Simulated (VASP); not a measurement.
Band structure of Be₂C (space group Fm-3m). Calculation: PBE GGA, VASP's PBE PAW potentials (set 64) (plane waves; VASP).

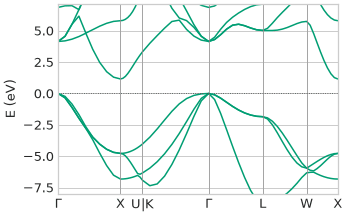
*Bands along high-symmetry lines, zero at the valence-band maximum or, without a gap, the Fermi level*

Q: Read the plot: is there a gap, and where are the band edges?

A: The gap is indirect, 1.16 eV, from the valence maximum at Γ to the conduction minimum at X.

The structure comes from a computed database's Be2C entry; how it stands against other phases isn't given here. The cell was not relaxed at this level.
